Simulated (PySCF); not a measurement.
**Run report: CuN2, frequency calculation**

CuN2, multiplicity 6, computed with UKS-based PBE0, Cu def2-TZVP, N def2-TZVP; non-relativistic Hamiltonian; density fitting (PySCF 2.14.0).

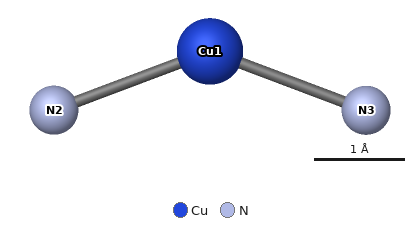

Figure 1. The input geometry (ball-and-stick view, seen on its broad side; atoms are numbered from 1 in the order of the input). Sticks mark near contacts.

Input file:
```python
from pyscf import gto, scf, dft
mol = gto.M(atom='''
Cu    -0.000000     0.201980    -0.000000
N      0.000000    -0.454830     1.746247
N      0.000000    -0.454830    -1.746247''',
    basis={'Cu': 'def2-TZVP', 'N': 'def2-TZVP'},
    charge=0, spin=5)
mf = dft.UKS(mol, xc='PBE0')
mf.grids.atom_grid = (75, 302)
aux = {'Cu': 'def2-universal-JKFIT', 'N': 'def2-universal-JKFIT'}
mf = mf.density_fit(auxbasis=aux)
mf.conv_tol = 1e-09
mf.diis_space = 10
mf.max_cycle = 60
mf.verbose = 4
mf.kernel()
```

The script is an equivalent of the set-up of the self-consistent field. The run itself was carried out by a driver, which started from the orbitals of the step before it where there was one and computed the further properties.

Machine: 4 threads of Arm Neoverse V1, 112 GiB of memory available, shared host.

Command:
```bash
OMP_NUM_THREADS=4 python axn.py task.json out
```

The program's output:
```
init E= -1749.43254876253
  alpha nocc = 24  HOMO = -0.294747156768616  LUMO = -0.0022948771665483
  beta  nocc = 19  HOMO = -0.25346588909299  LUMO = -0.152588900679415
  HOMO = -0.253465889093  LUMO = -0.152588900679  gap/eV = 2.74500
cycle= 1 E= -1749.43254876211  delta_E= 4.15e-10  |g|= 4.06e-05  |ddm|= 3.05e-05
  alpha nocc = 24  HOMO = -0.294740915445565  LUMO = -0.00229279776724312
  beta  nocc = 19  HOMO = -0.253463354948472  LUMO = -0.152587602840342
  HOMO = -0.253463354948  LUMO = -0.15258760284  gap/eV = 2.74497
cycle= 2 E= -1749.43254875796  delta_E= 4.15e-09  |g|= 0.000141  |ddm|= 8.55e-05
  alpha nocc = 24  HOMO = -0.294746162234524  LUMO = -0.0022945143502362
  beta  nocc = 19  HOMO = -0.253465442700374  LUMO = -0.152588738381606
  HOMO = -0.2534654427  LUMO = -0.152588738382  gap/eV = 2.74499
cycle= 3 E= -1749.43254876251  delta_E= -4.55e-09  |g|= 1.35e-05  |ddm|= 5.77e-05
  alpha nocc = 24  HOMO = -0.294745848556751  LUMO = -0.00229441112546525
  beta  nocc = 19  HOMO = -0.253465296982206  LUMO = -0.152588634591243
  HOMO = -0.253465296982  LUMO = -0.152588634591  gap/eV = 2.74499
cycle= 4 E= -1749.43254876259  delta_E= -7.87e-11  |g|= 2.5e-07  |ddm|= 1.06e-05
  alpha nocc = 24  HOMO = -0.294745793436485  LUMO = -0.00229438907187429
  beta  nocc = 19  HOMO = -0.253465229339383  LUMO = -0.152588564584214
  HOMO = -0.253465229339  LUMO = -0.152588564584  gap/eV = 2.74499
Extra cycle  E= -1749.43254876259  delta_E= -2.27e-12  |g|= 2.77e-07  |ddm|= 6.69e-07
converged SCF energy = -1749.43254876259  <S^2> = 8.793555  2S+1 = 6.0145008
```

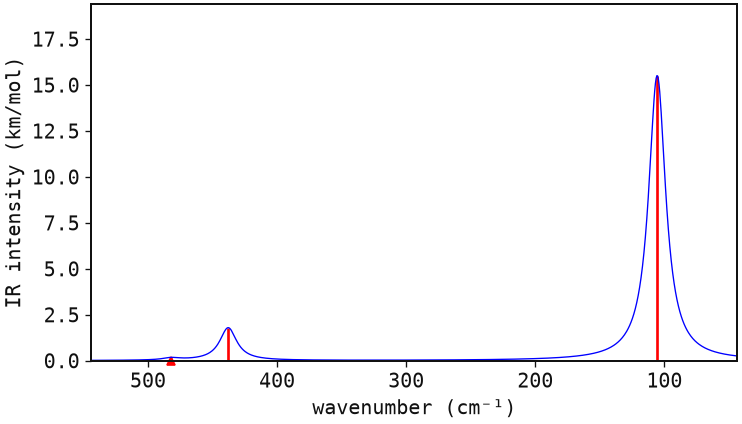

Figure 2. Harmonic infrared spectrum, unscaled: sticks (degenerate modes added up, dark ones marked on the axis) with a Lorentzian envelope of 16 cm⁻¹ full width, scaled to the tallest stick. 3 modes from 106 to 482 cm⁻¹, none imaginary. The strongest line is at 106 cm⁻¹ (15.5 km/mol). All modes, in cm⁻¹ (km/mol): 106 (15.5), 438 (1.8), 482 (0.1).

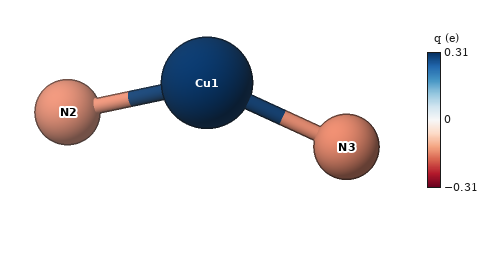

Figure 3. Mulliken charges, as the colour of each atom (ball-and-stick view, seen at a tilt; atoms are numbered from 1 in the order of the input). By element: Cu +0.30 and N −0.15 e.

Summary:

```json
{"quantity": "outcome", "value": "converged"}
{"quantity": "total energy", "value": "−1749.432549 hartree"}
{"quantity": "⟨S²⟩", "value": "8.794"}
{"quantity": "zero-point energy", "value": "0.002336 hartree"}
{"quantity": "dipole moment", "value": "1.61 D"}
{"quantity": "wavenumbers, lowest and highest", "value": "106 and 482 cm⁻¹"}
{"quantity": "wall time", "value": "28 s (CPU time 89 s)"}
{"quantity": "peak memory", "value": "1.1 GiB"}
```
